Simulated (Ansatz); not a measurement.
System: C₂H₇BFGa.

The calculation's input:

```
crystal:
  periodic: [false, false, false]
  atoms:
    - {symbol: C, position_ang: [0.233131, 0.237632, 0.419390]}
    - {symbol: C, position_ang: [-0.038140, 3.717865, -0.632407]}
    - {symbol: B, position_ang: [0.873406, -0.413104, -0.806100]}
    - {symbol: F, position_ang: [2.235420, 2.521942, 1.184964]}
    - {symbol: Ga, position_ang: [0.774938, 2.161291, 0.246968]}
    - {symbol: H, position_ang: [0.293291, -0.431048, -1.868895]}
    - {symbol: H, position_ang: [1.999600, -0.850190, -0.760647]}
    - {symbol: H, position_ang: [0.647473, -0.035119, 1.401806]}
    - {symbol: H, position_ang: [-0.867538, 0.295032, 0.422060]}
    - {symbol: H, position_ang: [0.701362, 4.172864, -1.310129]}
    - {symbol: H, position_ang: [-0.938544, 3.453374, -1.204525]}
    - {symbol: H, position_ang: [-0.299321, 4.466167, 0.132280]}
basis:
  gaussian:
    orbitals: def2-SVPD
hamiltonian:
  xc: {name: PBE0}
output: {forces: true, orbitals: {seedname: orbitals}}
```

Run with:

```sh
ansatz run input.yaml --threads 2 --pin off --max-ram 5220MiB --events-out events.jsonl --progress --plain --runs-dir runs
```

Geometry: B3LYP/def2-SVP.

Method: isolated molecule in a Gaussian basis; Kohn-Sham density functional theory, functional PBE0 in Ansatz.

Question: What will maps of the electron density and electron localisation function show?

Answer: Ga–F (1.77 Å): the density is about 0.79 e/Å³ at the midpoint; the ELF peaks at about 0.85 in the valence shell of F, 0.5 Å from its nucleus, and is about 0.15 at the midpoint.
C–Ga (1.96 Å): ρ at the midpoint is about 0.79 e/Å³; the ELF peaks at about 0.90 in the valence shell of C, 0.7 Å from its nucleus, and is about 0.60 at the midpoint.
C–H (1.10 Å): ρ at the midpoint is about 1.9 e/Å³; the ELF climbs to about 1 towards the hydrogen, as it does in any bond to H: a covalent bond by its length.
C–Ga (2.01 Å): ρ is about 0.69 e/Å³ halfway; the ELF peaks at about 0.85 in the valence shell of C, 0.7 Å from its nucleus, and is about 0.50 at the midpoint.

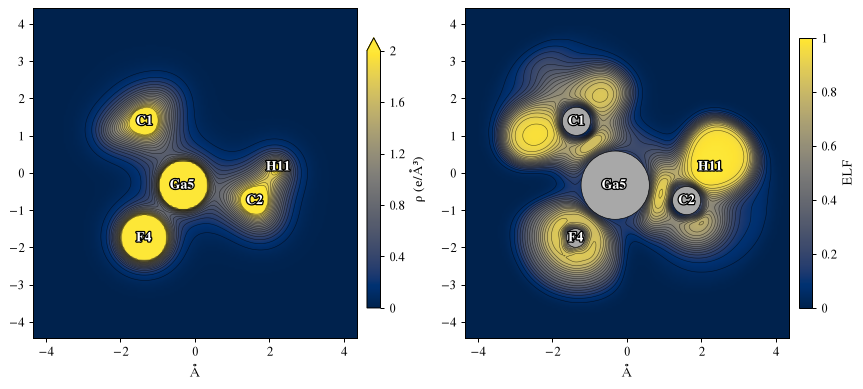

Computed electron density and electron localisation function on the plane of atoms C1, Ga5 and F4, in this order. Grey discs cover the atomic cores in the ELF map. 
